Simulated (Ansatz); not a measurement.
# TiTeSe monolayer, Janus: modes against biaxial strain in the plane of the sheet, part 2 of 2

Wanted: the shifts of the zone-centre modes of TiTeSe monolayer, Janus with strain.

Ansatz 0.2.0; DFT PBEsol, scalar-relativistic, plane waves, PAW; PAW set soft_1.

So far. Step 4 (Tight relaxation): The largest force component left is 0.49 meV/Å, within the tolerances set.

## 5. Zone-centre response at rest

The force constants come from the linear response of the density to a displacement.

The modes at rest are the reference of the series.

input.yaml

```yaml
crystal:
  lattice:
    - [3.5700281122, 0.0, 0.0]
    - [-1.7850140561, 3.0917350374, 0.0]
    - [0.0, 0.0, 30.0]
  atoms:
    - { symbol: Ti, position: [0.0, 0.0, 0.3369553401] }
    - { symbol: Se, position: [0.3333333333, 0.6666666667, 0.3845335549] }
    - { symbol: Te, position: [0.6666666667, 0.3333333333, 0.2751777716] }
  periodic: [true, true, false]
kpoints:
  mp_grid: { grid: [15, 15, 1] }
hamiltonian:
  xc: pbesol
  pseudopotentials: { kind: paw, azcp: { folder: soft_1 }, xc_functional: pbe }
scf:
  occupations: { method: methfessel_paxton, width: 0.2 }
output:
  eigenvalues: true
phonons:
  method: dfpt
```

The run is started by

```console
$ ansatz run input.yaml --threads 4 --pin off --max-ram 16384MiB --backend cpu --events-out ev --progress --plain --runs-dir out
```

Numbers of over 12 decimals in the logs are rounded to 6 here.

The log of the run:

```text
[...]
Crystal: 3 atoms, lattice volume = 331.127 Å³
Basis set: ecut = 420 eV, 6383 PW (Γ), exchange–correlation on 48×48×432 points (8 copies of the dense FFT grid, shifted against one another)
Bands: 27, of which v1, the nominal top of the filled ones, is band 22 counted from 1 (21 counted from 0)
Symmetry: 6 space group operations
k-points: 64 of 225 (irreducible under 2 space group operations, time reversal used)
[...]
SCF iter   1: F=—  HF=-14802.953695 eV  |F-HF|=—  |Δ(HF+E_count)|=         —  Δρ=1.64e-2  dr2=2.28e0  ethr=3.10e-3  ⟨swp⟩=13.7  Hψ=11754  notcnv=0
[...]
SCF iter  13: F=-14802.438660 eV  HF=-14802.438660 eV  |F-HF|=1.91e-10  |Δ(HF+E_count)|=  3.17e-10  S|Δr|=    0.00e0  Δρ=1.07e-8  dr2=3.84e-13  ethr=1.00e-12  ⟨swp⟩=8.1  Hψ=8690  notcnv=0
SCF 1 converged in 13 iterations: F = -14802.438660 eV  dr2 = 3.84e-13
[...]
DFPT response loops at Γ: preconditioner auto → none (partly filled bands, converged f_vac=0.760); β = 0.50; Broyden in place of MSR1
SCF converged after 13 iterations
[...]
Free energy (F): -14802.438660 eV
[...]
Internal energy: -14802.439373 eV  (E = F + TS)
E sigma→0 (E₀):  -14802.438838 eV
Entropy (-TS):   0.000713 eV (0.238 meV/atom)
Fermi energy:    -4.886595 eV
Step filling:    the computed levels leave a gap of 0.0000 eV = 0.0 smearing widths at the electron count; against every level under it full and every level over it empty, smearing changes F+E_penalty+E_count by +1.438 meV and its σ→0 estimate by +1.260 meV
[...]
--- Band table (eV; the first three rows and the last of 64) ---
  k-point 0: bands = [... 18 lower, -7.0883, -6.7971, -4.5004, -4.5004, -4.1505, -3.7556, -3.7556, -1.2703, ... 1 higher]
  k-point 1: bands = [... 18 lower, -7.0820, -6.5685, -4.8034, -4.6659, -4.2876, -3.6555, -3.6266, -1.6167, ... 1 higher]
  k-point 2: bands = [... 18 lower, -7.0702, -6.3584, -5.6274, -4.9658, -4.3940, -3.5696, -3.4422, -2.1747, ... 1 higher]
  k-point 63: bands = [... 18 lower, -7.8825, -7.7801, -7.1022, -6.6637, -4.2436, -3.7264, -3.3667, -2.5863, ... 1 higher]
--- Phonons (Γ-DFPT): 6 representative perturbations + reference, on 64 of 225 k-points (Σ response iterations 28) ---
  k mesh reduced under 2 symmetry operations, with k and −k counted as one. Each operation leaves every solved perturbation unchanged. A smaller set is not used because it would not reduce the number of displacements times k-points to solve
  ASR residual: 3.048e-5 → 0.000e0 eV/Å²; symmetrization residual: 4.467e-5 eV/Å²
  ASR residual per site (eV/Å²): 2.62e-5 1.58e-5 3.05e-5
  Γ frequencies (cm⁻¹): 0.00 0.00 0.00 105.32 105.32 160.34 204.45 204.45 316.90
  non-analytic LO–TO correction: not included (Born effective charges unavailable; polar crystals: no LO–TO splitting at Γ)
```

The job ended after 1.8 min (4 threads of Arm Neoverse V2, shared host; peak memory 2.2 GiB; 6.8 min of CPU time).

This step gave:

| Quantity | Value |
| --- | --- |
| sum-rule residual before enforcement | 3.05e-5 eV/Å² |
| point group | 3m |
| highest optical mode at the zone centre (no LO-TO term) | 316.9 cm⁻¹ |
| lowest optical zone-centre mode | 105.3 cm⁻¹ |

Patterns of degenerate modes are one choice out of their space. Modes at Γ, with each element's share of the kinetic energy:

```
mode  frequency (cm⁻¹)  symmetry  Ti %  Se %  Te %
   1               0.0  acoustic    19    31    50
   2               0.0  acoustic    19    31    50
   3               0.0  acoustic    19    31    50
   4             105.3         E    11    40    49
   5             105.3         E    11    40    49
   6             160.3        A1     2    55    44
   7             204.4         E    70    29     1
   8             204.4         E    70    29     1
   9             316.9        A1    80    14     6
```

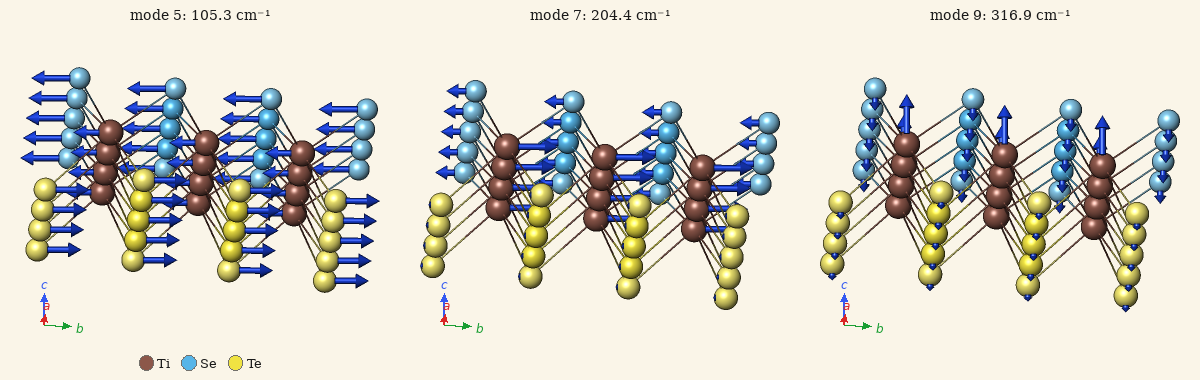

Displacement patterns of modes 5, 7 and 9 at Γ; arrows are exaggerated. 3×2×1 cells are drawn. Some periodic images of atoms are drawn too.

Before it was imposed, the acoustic sum rule was missed by 3.0e-5 eV/Å². Small misses are needed for a sound result but don't prove that mesh and cutoff are converged. The lowest optical mode is real, 105 cm⁻¹.

## 6. A member of the series: biaxial strain of +5 % in the plane of the sheet

The cell takes a biaxial strain of +5 % in the plane of the sheet. The cell is held, and the atoms relax in it.

input.yaml, the sections that differ from step 5:

```yaml
crystal:
  lattice:
    - [3.7485295178, 0.0, 0.0]
    - [-1.8742647589, 3.2463217893, 0.0]
    - [0.0, 0.0, 30.0]
  atoms:
    - { symbol: Ti, position: [0.0, 0.0, 0.3373021155] }
    - { symbol: Se, position: [0.3333333333, 0.6666666667, 0.3820354841] }
    - { symbol: Te, position: [0.6666666667, 0.3333333333, 0.277329067] }
  periodic: [true, true, false]
output:
  forces: true
  stress: true
  eigenvalues: true
relax:
  adjacent_minimum: "off"
  f_tol: 0.001
  max_steps: 60
# kpoints, hamiltonian, scf: as in step 5
# phonons: removed
```

The log of the run:

```text
[...]
--- Relaxed structure (5 steps of the walk, 4 accepted, 0 SCFs on fresh bases) ---
  F+E_penalty+E_count = -14802.33359316 eV   max|allowed force component| = 2.942e-5 eV/Å
  cell:  # Å, volume = 365.0680 Å³
    - [3.748530, 0.0, 0.0]
    - [-1.874265, 3.246322, 0.0]
    - [0.0, 0.0, 30.0]
  atoms:
    - { symbol: Ti, position: [0, 0, 0.337403] }
    - { symbol: Se, position: [0.333333, 0.666667, 0.381401] }
    - { symbol: Te, position: [0.666667, 0.333333, 0.277862] }
[key lines of the parts left out:]
SCF converged after 5 iterations
Free energy (F): -14802.333593 eV
Fermi energy:    -4.995325 eV
P = ½ c Tr σ = -2.7770 N/m
```

Run time: 29 s. Hardware: 4 threads; peak memory 0.81 GiB; 1.9 min of CPU time.

Step by step:

```
step  energy less that of the first step (eV)  largest force component (eV/Å)
   1                                   0.0000                          0.1605
   2                                   0.0001                          0.1922
   3                                  -0.0026                          0.0176
   4                                  -0.0026                          0.0048
   5                                  -0.0026                          0.0000
```

Relaxation step 2 was tried and not accepted.

The run keeps the 6 symmetry operations that it works with, so distortions that break them were not tested.

The atoms that moved most (Å):

```
atom     dx     dy      dz  length
 Se2  0.000  0.000  -0.019   0.019
 Te3  0.000  0.000   0.016   0.016
```

Final coordinates:

```
Ti Se Te
1.0
     3.74853    0.00000    0.00000
    -1.87426    3.24632    0.00000
     0.00000    0.00000   30.00000
Ti Se Te
1 1 1
Cartesian
  0.0000 0.0000 10.1221
  0.0000 2.1642 11.4420
  1.8743 1.0821 8.3359
```

This step gave:

* area per atom: 4.056 Å²

The largest force component left is 0.029 meV/Å.

## 7. Modes of this member: biaxial strain of +5 % in the plane of the sheet

The zone-centre modes follow for biaxial strain of +5 % in the plane of the sheet.

input.yaml, the sections that differ from step 6:

```yaml
crystal:
  lattice:
    - [3.7485295178, 0.0, 0.0]
    - [-1.8742647589, 3.2463217893, 0.0]
    - [0.0, 0.0, 30.0]
  atoms:
    - { symbol: Ti, position: [0.0, 0.0, 0.3374033316] }
    - { symbol: Se, position: [0.3333333333, 0.6666666667, 0.381401011] }
    - { symbol: Te, position: [0.6666666667, 0.3333333333, 0.277862324] }
  periodic: [true, true, false]
output:
  eigenvalues: true
phonons:
  method: dfpt
# kpoints, hamiltonian, scf: as in step 6
# relax: removed
```

The log of the run:

```text
[...]
Crystal: 3 atoms, lattice volume = 365.068 Å³
Basis set: ecut = 420 eV, 7157 PW (Γ), exchange–correlation on 54×54×432 points (8 copies of the dense FFT grid, shifted against one another)
Bands: 27, of which v1, the nominal top of the filled ones, is band 22 counted from 1 (21 counted from 0)
Symmetry: 6 space group operations
k-points: 64 of 225 (irreducible under 2 space group operations, time reversal used)
[...]
SCF iter   1: F=—  HF=-14802.779503 eV  |F-HF|=—  |Δ(HF+E_count)|=         —  Δρ=1.86e-2  dr2=1.72e0  ethr=3.10e-3  ⟨swp⟩=13.2  Hψ=11270  notcnv=0
[...]
SCF iter  13: F=-14802.333593 eV  HF=-14802.333593 eV  |F-HF|=5.82e-11  |Δ(HF+E_count)|=  5.17e-10  S|Δr|=    0.00e0  Δρ=1.67e-8  dr2=5.83e-13  ethr=1.00e-12  ⟨swp⟩=13.4  Hψ=11148  notcnv=0
SCF 1 converged in 13 iterations: F = -14802.333593 eV  dr2 = 5.83e-13
[...]
SCF converged after 13 iterations
[...]
Free energy (F): -14802.333593 eV
[...]
Internal energy: -14802.337788 eV  (E = F + TS)
E sigma→0 (E₀):  -14802.334642 eV
Entropy (-TS):   0.004195 eV (1.398 meV/atom)
Fermi energy:    -4.995311 eV
[...]
--- Band table (eV; the first three rows and the last of 64) ---
  k-point 0: bands = [... 18 lower, -7.6332, -6.4363, -4.8249, -4.8249, -4.3597, -4.3597, -4.1318, -1.6967, ... 1 higher]
  k-point 1: bands = [... 18 lower, -7.6240, -6.3182, -5.1615, -5.0256, -4.5257, -4.1886, -3.9139, -2.0097, ... 1 higher]
  k-point 2: bands = [... 18 lower, -7.6009, -6.1594, -5.9060, -5.3420, -4.6148, -3.9689, -3.7635, -2.5111, ... 1 higher]
  k-point 63: bands = [... 18 lower, -8.0220, -7.7816, -7.0669, -6.5622, -4.5112, -3.9704, -3.9118, -2.8621, ... 1 higher]
[...]
ASR residual: 6.321e-5 → 0.000e0 eV/Å²; symmetrization residual: 6.595e-5 eV/Å²
  ASR residual per site (eV/Å²): 3.49e-5 1.28e-5 6.32e-5
  Γ frequencies (cm⁻¹): 0.00 0.00 0.00 101.72 101.72 152.15 174.42 174.42 283.48
[...]
```

Wall time 2.4 min (4 threads); peak memory 2.4 GiB; 9.3 min of CPU time.

This step gave:

```yaml
sum_rule_residual_before_enforcement: 6.32e-5 eV/Å²
highest_optical_mode_at_the_zone_centre_no_lo_to_term: 283.5 cm⁻¹
lowest_optical_zone_centre_mode: 101.7 cm⁻¹
```

Patterns of degenerate modes are one choice out of their space. Modes at Γ, with each element's share of the kinetic energy:

```
mode  frequency (cm⁻¹)  symmetry  Ti %  Se %  Te %
   1               0.0  acoustic    19    31    50
   2               0.0  acoustic    19    31    50
   3               0.0  acoustic    19    31    50
   4             101.7         E    19    31    50
   5             101.7         E    19    31    50
   6             152.2        A1     1    58    42
   7             174.4         E    62    38     0
   8             174.4         E    62    38     0
   9             283.5        A1    81    11     8
```

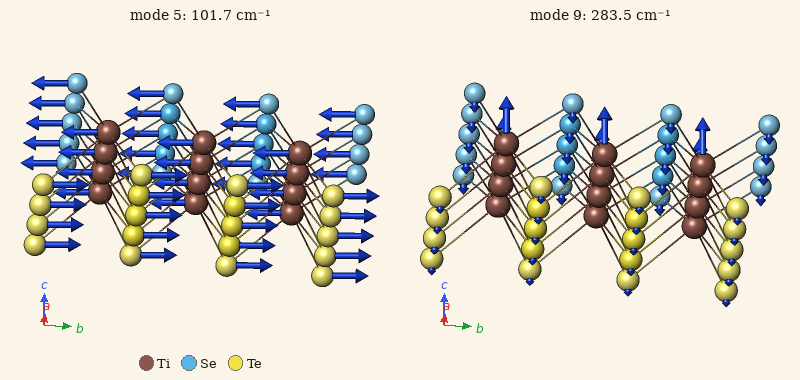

Displacement patterns of modes 5 and 9 at Γ; arrows are exaggerated. 3×2×1 cells are drawn. Some periodic images of atoms are drawn too.

The lowest optical mode is real, 102 cm⁻¹, and the highest lies at 283.5 cm⁻¹.

For the highest optical mode at the zone centre (no LO-TO term), step 5 gave 317 cm⁻¹; this run, with strain 5 %, gives 283 cm⁻¹ (-11 %).

## 8. A member of the series: biaxial strain of -3 % in the plane of the sheet

The cell takes a biaxial strain of -3 % in the plane of the sheet. The cell is held, and the atoms relax in it.

input.yaml, the sections that differ from step 7:

```yaml
crystal:
  lattice:
    - [3.4629272688, 0.0, 0.0]
    - [-1.7314636344, 2.9989829863, 0.0]
    - [0.0, 0.0, 30.0]
  atoms:
    - { symbol: Ti, position: [0.0, 0.0, 0.3368220759] }
    - { symbol: Se, position: [0.3333333333, 0.6666666667, 0.3857364728] }
    - { symbol: Te, position: [0.6666666667, 0.3333333333, 0.274108118] }
  periodic: [true, true, false]
output:
  forces: true
  stress: true
  eigenvalues: true
relax:
  adjacent_minimum: "off"
  f_tol: 0.001
  max_steps: 60
# kpoints, hamiltonian, scf: as in step 7
# phonons: removed
```

The log of the run:

```text
[...]
Crystal: 3 atoms, lattice volume = 311.558 Å³
Basis set: ecut = 420 eV, 6071 PW (Γ), exchange–correlation on 48×48×432 points (8 copies of the dense FFT grid, shifted against one another)
Bands: 27, of which v1, the nominal top of the filled ones, is band 22 counted from 1 (21 counted from 0)
Symmetry: 6 space group operations
[...]
--- Relaxed structure (5 steps of the walk, 4 accepted, 0 SCFs on fresh bases) ---
  F+E_penalty+E_count = -14802.39328725 eV   max|allowed force component| = 2.243e-5 eV/Å
  cell:  # Å, volume = 311.5578 Å³
    - [3.462927, 0.0, 0.0]
    - [-1.731464, 2.998983, 0.0]
    - [0.0, 0.0, 30.0]
  atoms:
    - { symbol: Ti, position: [0, 0, 0.336763] }
    - { symbol: Se, position: [0.333333, 0.666667, 0.386323] }
    - { symbol: Te, position: [0.666667, 0.333333, 0.273581] }
[key lines of the parts left out:]
SCF converged after 4 iterations
Free energy (F): -14802.393287 eV
Fermi energy:    -4.759037 eV
P = ½ c Tr σ = 2.3616 N/m
```

Wall time 25 s (4 threads); peak memory 0.73 GiB; 97 s of CPU time.

Step by step:

```
step  energy less that of the first step (eV)  largest force component (eV/Å)
   1                                   0.0000                          0.1972
   2                                   0.0001                          0.2184
   3                                  -0.0029                          0.0275
   4                                  -0.0029                          0.0051
   5                                  -0.0029                          0.0000
```

Relaxation step 2 was tried and not accepted.

Forces are held to the 6 operations that the run works with; a distortion that breaks them can't arise in this run.

The atoms that moved most (Å):

```
atom     dx     dy      dz  length
 Se2  0.000  0.000   0.018   0.018
 Te3  0.000  0.000  -0.016   0.016
```

Final coordinates:

```
Ti Se Te
1.0
     3.46293    0.00000    0.00000
    -1.73146    2.99898    0.00000
     0.00000    0.00000   30.00000
Ti Se Te
1 1 1
Direct
  0.00000 0.00000 0.33676
  0.33333 0.66667 0.38632
  0.66667 0.33333 0.27358
```

This step gave:

* area per atom: 3.462 Å²

The largest force component left is 0.025 meV/Å.

## 9. Zone-centre modes of the member: biaxial strain of -3 % in the plane of the sheet

The zone-centre modes follow for biaxial strain of -3 % in the plane of the sheet.

input.yaml, the sections that differ from step 8:

```yaml
crystal:
  lattice:
    - [3.4629272688, 0.0, 0.0]
    - [-1.7314636344, 2.9989829863, 0.0]
    - [0.0, 0.0, 30.0]
  atoms:
    - { symbol: Ti, position: [0.0, 0.0, 0.3367630141] }
    - { symbol: Se, position: [0.3333333333, 0.6666666667, 0.3863225184] }
    - { symbol: Te, position: [0.6666666667, 0.3333333333, 0.2735811342] }
  periodic: [true, true, false]
output:
  eigenvalues: true
phonons:
  method: dfpt
# kpoints, hamiltonian, scf: as in step 8
# relax: removed
```

The log of the run:

```text
[...]
Crystal: 3 atoms, lattice volume = 311.558 Å³
Basis set: ecut = 420 eV, 6071 PW (Γ), exchange–correlation on 48×48×432 points (8 copies of the dense FFT grid, shifted against one another)
Bands: 27, of which v1, the nominal top of the filled ones, is band 22 counted from 1 (21 counted from 0)
Symmetry: 6 space group operations
k-points: 64 of 225 (irreducible under 2 space group operations, time reversal used)
[...]
k-point 2: bands = [... 18 lower, -6.6828, -6.4251, -5.3972, -4.6877, -4.2953, -3.3888, -3.0551, -1.9407, ... 1 higher]
  k-point 63: bands = [... 18 lower, -7.8747, -7.6607, -7.1125, -6.6902, -4.0817, -3.5956, -2.9610, -2.4081, ... 1 higher]
[...]
ASR residual: 3.982e-5 → 0.000e0 eV/Å²; symmetrization residual: 1.814e-5 eV/Å²
  ASR residual per site (eV/Å²): 3.98e-5 3.25e-5 1.74e-5
  Γ frequencies (cm⁻¹): 0.00 0.00 0.00 104.45 104.45 165.45 215.79 215.79 336.15
[...]
[key lines of the parts left out:]
SCF converged after 12 iterations
Free energy (F): -14802.393287 eV
Fermi energy:    -4.759055 eV
```

Wall time 1.7 min (4 threads); peak memory 2.1 GiB.

This step gave:

| Quantity | Value |
| --- | --- |
| sum-rule residual before enforcement | 3.98e-5 eV/Å² |
| highest optical mode at the zone centre (no LO-TO term) | 336.1 cm⁻¹ |
| lowest optical zone-centre mode | 104.5 cm⁻¹ |

Patterns of degenerate modes are one choice out of their space. The modes at Γ (shares of kinetic energy by element, %):

```
mode  frequency (cm⁻¹)  symmetry  Ti %  Se %  Te %
   1               0.0  acoustic    19    31    50
   2               0.0  acoustic    19    31    50
   3               0.0  acoustic    19    31    50
   4             104.5         E    10    41    49
   5             104.5         E    10    41    49
   6             165.4        A1     2    54    44
   7             215.8         E    71    28     1
   8             215.8         E    71    28     1
   9             336.1        A1    79    15     6
```

The lowest optical mode is real, 104 cm⁻¹, and the highest lies at 336.1 cm⁻¹.

For the highest optical mode at the zone centre (no LO-TO term), step 5 gave 317 cm⁻¹; this run, with strain -3 %, gives 336 cm⁻¹ (+6 %).

## 10. The series together

The members are set side by side, also those not shown above.

Energies are extrapolated to zero smearing, and E0 is that at rest; the cell is clamped and the atoms are relaxed; all runs use 15×15×1 k points and Methfessel-Paxton smearing of 0.2 eV. State of the crystal along the series:

```
strain (%)  E - E0 (meV/atom)
        -3              14.99
        -2               6.46
        -1              1.564
         0                  0
         1              1.514
         2              5.917
         3              13.03
         4              22.68
         5              34.73
```

Optical modes are counted from below at rest and tracked from member to member by their patterns, and modes that stay within 0.3 cm⁻¹ of each other stand once; labels, where given, are those at rest; the cell is clamped and the atoms are relaxed; all runs use 15×15×1 k points and Methfessel-Paxton smearing of 0.2 eV. Optical modes along the series:

```
strain (%)  optical mode 1 E (cm⁻¹)  optical mode 2 A1 (cm⁻¹)  optical mode 3 E (cm⁻¹)  optical mode 4 A1 (cm⁻¹)
        -3                    104.5                     165.4                    215.8                     336.1
        -2                    105.1                     163.8                    213.8                       330
        -1                    105.4                     162.1                    210.1                     323.5
         0                    105.3                     160.3                    204.4                     316.9
         1                    104.8                     158.8                    196.9                     310.1
         2                    103.8                     157.2                    188.5                     303.3
         3                    102.6                     155.5                    181.2                     296.5
         4                    101.8                     153.8                    176.5                     289.8
         5                    101.7                     152.2                    174.4                     283.5
```

Value and slope at zero strain of a cubic (a lower polynomial where under five rows exist) through the rows within 2 % of rest. Slopes at rest:

```
             mode  frequency (cm⁻¹)  shift per percent of strain (cm⁻¹)
 optical mode 1 E             105.3                               -0.27
optical mode 2 A1             160.4                               -1.62
 optical mode 3 E             204.4                               -6.72
optical mode 4 A1             316.9                               -6.71
```

## 11. Summary of results

* members: 9
* highest optical mode at the zone centre (no LO-TO term), at rest: 316.9 cm⁻¹
* optical mode 1 E, shift per percent: -0.27 cm⁻¹
* optical mode 2 A1, shift per percent: -1.62 cm⁻¹
* optical mode 3 E, shift per percent: -6.72 cm⁻¹
* optical mode 4 A1, shift per percent: -6.71 cm⁻¹

What this shows: Within 2 % of rest optical mode 1 E and optical mode 3 E bend away from a straight line, so a single slope holds only near rest. These are harmonic frequencies at zero temperature: anharmonic shifts, linewidths and thermal expansion are left out. Spin-orbit coupling is left out, which can matter for the heavy elements here. With no gap, or one that is small against the smearing, the frequencies hang on the k mesh and the smearing, most of all near Kohn anomalies. A semilocal functional can close a gap that the real compound would have, so the metallic treatment may be an artefact of the level. The starting cell was built on a prototype and not taken from a measurement. The PAW files were made for PBE; the program adapts parts of them to the functional of the run, but their partial waves stay those of PBE, an approximation that was not tested in this session. Only the zone centre was solved, so an instability at another wavevector cannot show here.

[Logs are printed without paths, hosts, clocks, repeated set-up lines and the standing remarks that a program may print on its own settings, such as how far it seeks lower states.]

[Hosts, paths, dates, database ids (printed as entryN), source tags and the programs' standing remarks are cut or masked in the printed files.]
